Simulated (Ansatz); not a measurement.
## AlPH$_{4}$ClOF: geometry relaxation (part 1 of 2)

- system: AlPH$_{4}$ClOF
- method: RKS r2SCAN/def2-SVP (Ansatz 0.2.0)

The input holds or restrains some coordinates. It belongs to a series of runs on one base structure; here: pulled along the bonds that form and break, towards end A. Figures and captions count atoms from 1; the log counts them from 0 in places.

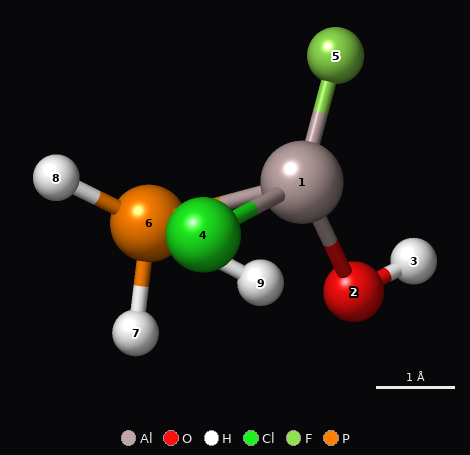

Figure 1. The structure as given in the input (ball-and-stick view, seen at a tilt; atoms are numbered from 1 in the order of the input). Sticks mark near contacts. Bond lengths as drawn: Al–Cl 2.23 Å, Al–F 1.69 Å, Al–O 2.13 Å, Al–P 2.58 Å, H–O 1.01 Å and H–P 1.42 to 1.65 Å.

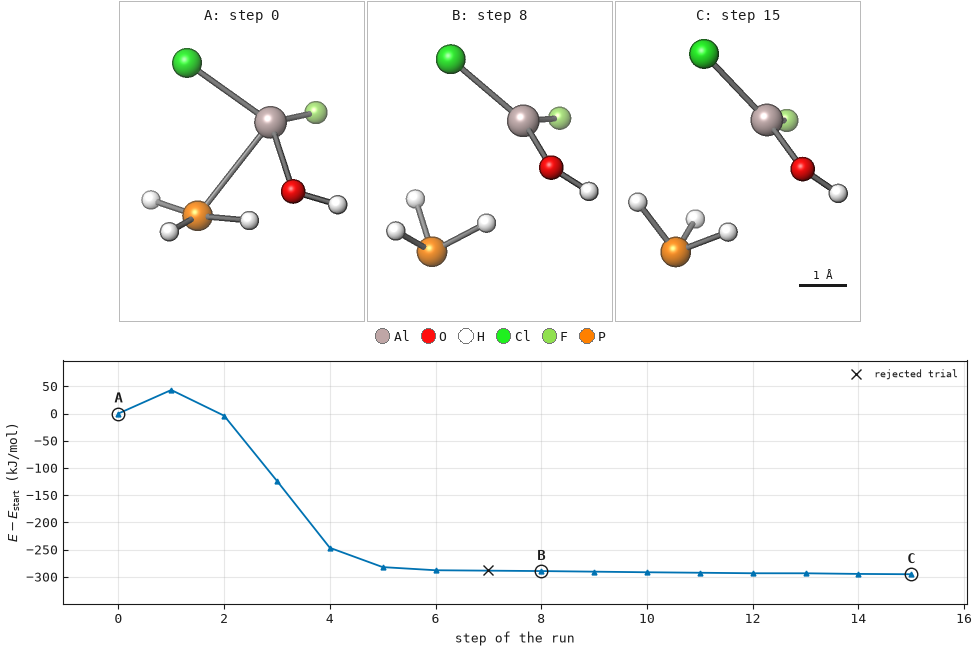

Figure 2. Frames of the restrained relaxation (ball-and-stick view, seen at a tilt) above the curves, on which the letters mark them (the first geometry is step 0 here and step 1 in the log).

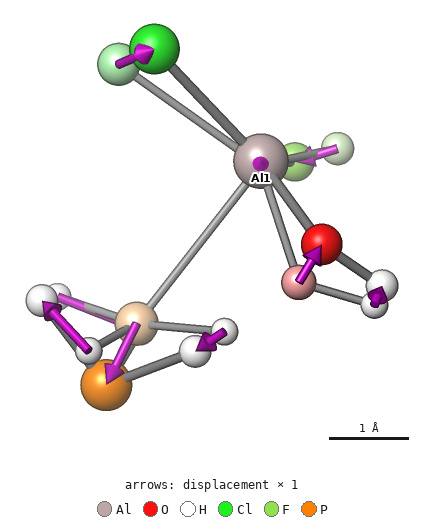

Figure 3. Start (faint) and end (solid) with the displacements as pink arrows, at true length (ball-and-stick view, seen at a tilt). The two geometries are laid on each other by the best rigid fit. After 15 geometry steps the energy has fallen by 295.2 kJ/mol. The largest force component goes from 2.8 to 1.2 eV/Å. The line search rejected the trial step at point 7 (counted from 0) and went back. The largest move after the best rigid fit is that of H8, 1.12 Å. By element the largest moves are H 1.12 Å, P 0.90 Å, Cl 0.78 Å, O 0.57 Å, F 0.57 Å, Al 0.21 Å. Among the contacts that change: Al1–P6 2.580 → 3.473 Å, Al1–O2 2.130 → 1.743 Å, P6–H9 1.651 → 1.429 Å, Al1–Cl4 2.230 → 2.080 Å. Bonds break: Al1–P6 (2.58 → 3.47 Å). Among the angles that change: H8–P6–H9 168.8° → 93.0°, H7–P6–H9 68.6° → 93.1°, H7–P6–H8 109.4° → 93.5°. (Atoms are counted from 1 in the order of the input.)

The input that produced these results follows, with the program's output.

**The input**
```yaml
crystal:
  periodic: [false, false, false]
  atoms:
    - { symbol: Al, position_ang: [0.0, 0.0, 0.0] }
    - { symbol: O, position_ang: [0.0, 0.0, 2.13] }
    - { symbol: H, position_ang: [-0.9095, -0.2814, 2.4671] }
    - { symbol: Cl, position_ang: [1.9312, 0.0, -1.115] }
    - { symbol: F, position_ang: [-1.4635, 0.0, -0.845] }
    - { symbol: P, position_ang: [0.5502, 2.3857, 0.8135] }
    - { symbol: H, position_ang: [1.614, 2.3328, 1.7527] }
    - { symbol: H, position_ang: [0.9365, 3.1868, -0.2935] }
    - { symbol: H, position_ang: [0.2834, 1.2287, 1.9613] }
basis:
  gaussian: { orbitals: def2-SVP }
hamiltonian:
  xc: r2scan
relax:
  f_tol: 0.15
  max_steps: 25
  restrain:
    - { distance: [0, 5], at: 3.48, k: 30.0 }
    - { distance: [8, 1], at: 2.21, k: 30.0 }
    - { distance: [0, 1], at: 1.78, k: 30.0 }
    - { distance: [8, 5], at: 1.42, k: 30.0 }
```

Run as:
```bash
ansatz run input.yaml --threads 4 --pin off --max-ram 5120MiB --backend cpu --events-out ev --progress --plain --runs-dir out
```

**The program's output**
```
The last accepted step is kept in [file] (removed where the run ends without a failure and the disk answers)
Engine: ansatz 0.2.0, aarch64-unknown-linux-gnu
Functional definition: r2SCAN
  parameter k0 = 0.174
  parameter k1 = 0.065
  parameter a1 = 4.9479
  exchange = r2scan_x(k0 = k0, k1 = k1, a1 = a1)
  correlation = r2scan_c
1118 factors; their error is unknown
mean field evaluation 1: about -33216.7010 eV, gradient 5.7e1 eV
mean field evaluation 2: about -33195.4509 eV, gradient 1.2e2 eV
mean field evaluation 4: about -33222.3466 eV, gradient 7.6e0 eV
mean field evaluation 8: about -33222.4899 eV, gradient 2.1e-1 eV
mean field evaluation 16: about -33222.4407 eV, gradient 8.5e-5 eV
mean field -33222.44069824 eV, -1220.9021766813 hartree, gradient 2.2e-5 eV, S^2 0.000000; 0 other end points of the search recorded, 0 dependent functions left out
the calculation of the forces begins
reference -33222.44070968 eV, -1220.9021771016 hartree; 33, 33 occupied and 69, 69 virtual orbitals, 1118 factors
relax step   1: F+E_penalty+E_count = -33222.44069824 eV  Δ(F+E_penalty+E_count) = +0.000e0 eV  max|allowed force component| = 2.838e0 eV/Å  E_restraint = 27.98494334 eV  max|allowed force component, restraints' pulls added| = 2.950e1 eV/Å  Δτ_max = 0.0000 Å  (29 SCF iters, accepted)
  distance Al 0 - P 5 = 2.5799 Å
  distance H 8 - O 1 = 1.2722 Å
  distance Al 0 - O 1 = 2.1300 Å
  distance H 8 - P 5 = 1.6514 Å
these checks for a lower state are left out or cut short: starts, cluster_reference, orbital_swaps, neighbouring_geometries, increment
1118 factors; their error is unknown
mean field -33221.99272387 eV, -1220.8857139269 hartree, gradient 1.2e-5 eV, S^2 0.000000; 0 other end points of the search recorded, 0 dependent functions left out
[... from here on the field's lines of each further geometry are left out, up to the last ...]
relax step   2: F+E_penalty+E_count = -33221.99272387 eV  Δ(F+E_penalty+E_count) = +4.480e-1 eV  max|allowed force component| = 2.615e0 eV/Å  E_restraint = 12.00161290 eV  max|allowed force component, restraints' pulls added| = 2.031e1 eV/Å  Δτ_max = 0.1948 Å  (35 SCF iters, accepted)
relax step   3: F+E_penalty+E_count = -33222.48255897 eV  Δ(F+E_penalty+E_count) = -4.898e-1 eV  max|allowed force component| = 2.240e0 eV/Å  E_restraint = 2.84823152 eV  max|allowed force component, restraints' pulls added| = 9.478e0 eV/Å  Δτ_max = 0.1949 Å  (36 SCF iters, accepted)
relax step   4: F+E_penalty+E_count = -33223.72382988 eV  Δ(F+E_penalty+E_count) = -1.241e0 eV  max|allowed force component| = 2.218e0 eV/Å  E_restraint = 0.17590315 eV  max|allowed force component, restraints' pulls added| = 3.862e0 eV/Å  Δτ_max = 0.1947 Å  (35 SCF iters, accepted)
relax step   5: F+E_penalty+E_count = -33224.99653028 eV  Δ(F+E_penalty+E_count) = -1.273e0 eV  max|allowed force component| = 1.296e0 eV/Å  E_restraint = 0.04863721 eV  max|allowed force component, restraints' pulls added| = 1.838e0 eV/Å  Δτ_max = 0.1947 Å  (30 SCF iters, accepted)
relax step   6: F+E_penalty+E_count = -33225.36415204 eV  Δ(F+E_penalty+E_count) = -3.676e-1 eV  max|allowed force component| = 1.070e0 eV/Å  E_restraint = 0.05743782 eV  max|allowed force component, restraints' pulls added| = 1.930e0 eV/Å  Δτ_max = 0.1950 Å  (30 SCF iters, accepted)
relax step   7: F+E_penalty+E_count = -33225.42380671 eV  Δ(F+E_penalty+E_count) = -5.965e-2 eV  max|allowed force component| = 1.049e0 eV/Å  E_restraint = 0.02539219 eV  max|allowed force component, restraints' pulls added| = 3.553e-1 eV/Å  Δτ_max = 0.1997 Å  (30 SCF iters, accepted)
relax step   8: F+E_penalty+E_count = -33225.42761925 eV  Δ(F+E_penalty+E_count) = -3.813e-3 eV  max|allowed force component| = 1.008e0 eV/Å  E_restraint = 0.02940942 eV  max|allowed force component, restraints' pulls added| = 5.260e-1 eV/Å  Δτ_max = 0.1920 Å  (30 SCF iters, rejected (line search))
relax step   9: F+E_penalty+E_count = -33225.43944443 eV  Δ(F+E_penalty+E_count) = -1.564e-2 eV  max|allowed force component| = 1.027e0 eV/Å  E_restraint = 0.02465712 eV  max|allowed force component, restraints' pulls added| = 2.068e-1 eV/Å  Δτ_max = 0.0960 Å  (30 SCF iters, accepted)
relax step  10: F+E_penalty+E_count = -33225.45060961 eV  Δ(F+E_penalty+E_count) = -1.117e-2 eV  max|allowed force component| = 1.085e0 eV/Å  E_restraint = 0.02516596 eV  max|allowed force component, restraints' pulls added| = 1.605e-1 eV/Å  Δτ_max = 0.0999 Å  (29 SCF iters, accepted)
relax step  11: F+E_penalty+E_count = -33225.46220449 eV  Δ(F+E_penalty+E_count) = -1.159e-2 eV  max|allowed force component| = 1.126e0 eV/Å  E_restraint = 0.02544489 eV  max|allowed force component, restraints' pulls added| = 2.770e-1 eV/Å  Δτ_max = 0.1450 Å  (29 SCF iters, accepted)
relax step  12: F+E_penalty+E_count = -33225.47131574 eV  Δ(F+E_penalty+E_count) = -9.111e-3 eV  max|allowed force component| = 1.101e0 eV/Å  E_restraint = 0.02611304 eV  max|allowed force component, restraints' pulls added| = 3.827e-1 eV/Å  Δτ_max = 0.1356 Å  (29 SCF iters, accepted)
relax step  13: F+E_penalty+E_count = -33225.48107583 eV  Δ(F+E_penalty+E_count) = -9.760e-3 eV  max|allowed force component| = 1.075e0 eV/Å  E_restraint = 0.02474065 eV  max|allowed force component, restraints' pulls added| = 2.617e-1 eV/Å  Δτ_max = 0.1037 Å  (29 SCF iters, accepted)
relax step  14: F+E_penalty+E_count = -33225.48167193 eV  Δ(F+E_penalty+E_count) = -5.961e-4 eV  max|allowed force component| = 1.071e0 eV/Å  E_restraint = 0.02282097 eV  max|allowed force component, restraints' pulls added| = 3.976e-1 eV/Å  Δτ_max = 0.1951 Å  (28 SCF iters, accepted)
relax step  15: F+E_penalty+E_count = -33225.49375311 eV  Δ(F+E_penalty+E_count) = -1.208e-2 eV  max|allowed force component| = 1.058e0 eV/Å  E_restraint = 0.02411518 eV  max|allowed force component, restraints' pulls added| = 3.724e-1 eV/Å  Δτ_max = 0.0673 Å  (30 SCF iters, accepted)
the calculation of the forces begins
reference -33225.49976213 eV, -1221.0145952057 hartree; 33, 33 occupied and 69, 69 virtual orbitals, 1118 factors
relax step  16: F+E_penalty+E_count = -33225.49975040 eV  Δ(F+E_penalty+E_count) = -5.997e-3 eV  max|allowed force component| = 1.250e0 eV/Å  E_restraint = 0.02333166 eV  max|allowed force component, restraints' pulls added| = 1.102e-1 eV/Å  Δτ_max = 0.1491 Å  (30 SCF iters, accepted)
  distance Al 0 - P 5 = 3.4735 Å
  distance H 8 - O 1 = 2.2190 Å
  distance Al 0 - O 1 = 1.7434 Å
  distance H 8 - P 5 = 1.4295 Å
1118 factors; their error is unknown
mean field evaluation 128: about -33225.4998 eV, gradient 2.6e-5 eV
mean field -33225.49975040 eV, -1221.0145947748 hartree, gradient 2.6e-5 eV, S^2 0.000000; 1 other end points of the search recorded, 0 dependent functions left out
the calculation of the forces begins
reference -33225.49976213 eV, -1221.0145952057 hartree; 33, 33 occupied and 69, 69 virtual orbitals, 1118 factors
Total energy: -33225.49976213 eV, -1221.0145952057 hartree
Atom 0 at     0.158404    -0.146210     0.102476 Å, force    -0.066348    -0.057968     1.249642 eV/Å
Atom 1 at    -0.161373    -0.447101     1.789634 Å, force     0.151140    -0.096177    -1.142503 eV/Å
Atom 2 at    -1.061600    -0.406421     2.130491 Å, force    -0.016284     0.024110     0.018988 eV/Å
Atom 3 at     2.013290    -0.658497    -0.687092 Å, force    -0.000188     0.024031     0.025530 eV/Å
Atom 4 at    -1.030639     0.401515    -0.909377 Å, force    -0.104610     0.041185    -0.069435 eV/Å
Atom 5 at     0.733885     3.005014     1.445481 Å, force     0.020731     0.045498    -0.121129 eV/Å
Atom 6 at     1.943949     2.528598     0.855995 Å, force     0.037441    -0.012284    -0.028225 eV/Å
Atom 7 at    -0.012642     2.869128     0.232303 Å, force    -0.019622     0.010375    -0.032100 eV/Å
Atom 8 at     0.359026     1.706574     1.911190 Å, force    -0.002259     0.021231     0.099231 eV/Å
Dipole moment:    -0.250436    -0.016542     0.176060 e Å
```

**Trajectory as extended XYZ (Å, eV, eV/Å), 16 frames, from step=1 to step=16**
```
9
Properties=species:S:1:pos:R:3:forces:R:3 step=1 energy=-33222.44070
Al    0.0000    0.0000    0.0000    2.0012   2.8382   0.5645
O     0.0000    0.0000    2.1300   -0.6655  -0.0860  -1.7460
H    -0.9095   -0.2814    2.4671    1.4177   1.1139  -0.1669
Cl    1.9312    0.0000   -1.1150   -1.1800  -1.2121   0.4177
F    -1.4635    0.0000   -0.8450    0.6158  -0.5857   0.7648
P     0.5502    2.3857    0.8135   -1.1787   0.5458  -0.1045
H     1.6140    2.3328    1.7527    0.8994   0.0469  -0.6731
H     0.9365    3.1868   -0.2935    0.2557  -0.1289   0.3179
H     0.2834    1.2287    1.9613   -2.1657  -2.5319   0.6255
```
